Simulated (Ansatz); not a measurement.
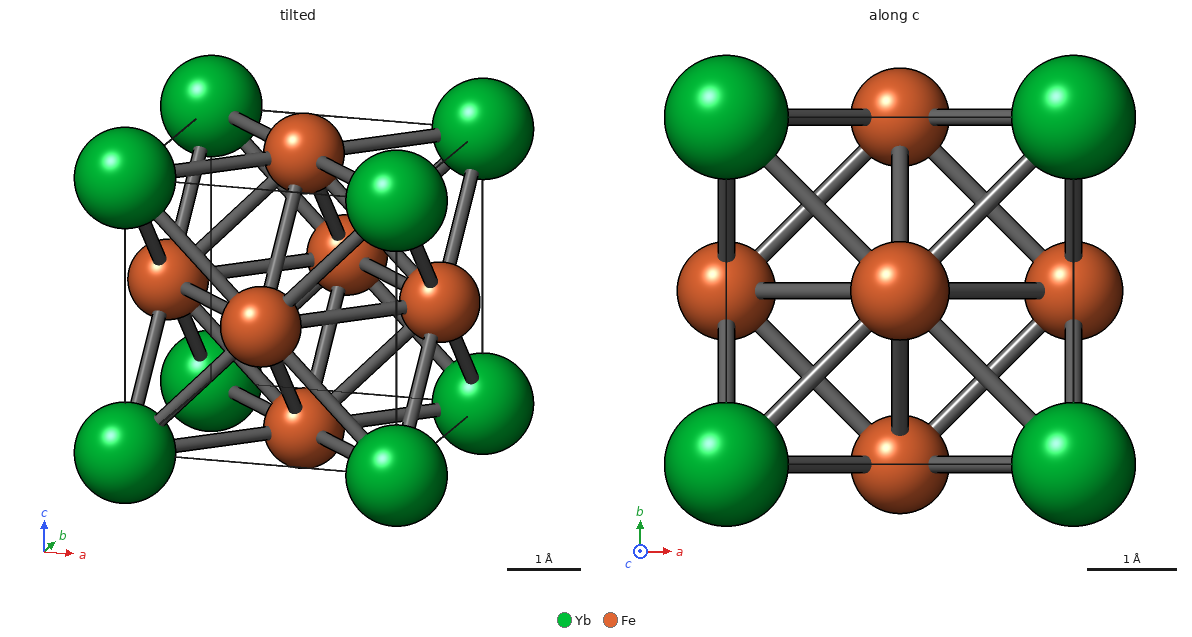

A ball-and-stick rendering, viewed slightly off an axis and along the c axis. The parallelepiped is the conventional unit cell.

YbFe$_{3}$, Cu₃Au (L1₂) type, space group Pm-3m (No. 221), a = 3.915 Å, b = 3.915 Å, c = 3.915 Å, α = 90.00°, β = 90.00°, γ = 90.00°. The cell started as a structure type filled with these elements by a generator (whether the compound takes this form wasn't checked). The cell was then strained or its atoms displaced on purpose. It was run through Ansatz as a DFT input.

This one geometry was computed with Ansatz (DFT, plane waves, PAW) at three levels of theory: PBE, PBEsol and LDA.

Which level gives the highest pressure at this volume, and what does that say about its equilibrium volume?

Highest: PBE (0.0 GPa), which points to the largest equilibrium volume. Lowest, with the smallest volume: LDA (-12.3 GPa). Levels within 0.5 GPa of each other can't be told apart.

How does the band gap change with the level of theory?

All levels give a metal.

Collect the results in a table.

| level | cutoff (eV) | k-mesh of the run's cell | gap (eV) | pressure (GPa) | absolute moment (μB/atom) |
| --- | --- | --- | --- | --- | --- |
| PBE | 420 | 8×8×8 | metal | 0.0 | 2.06 |
| PBEsol | 420 | 8×8×8 | metal | -6.7 | 2.05 |
| LDA | 420 | 8×8×8 | metal | -12.3 | 1.98 |

Gaps are taken on the k-mesh or band path of each run.
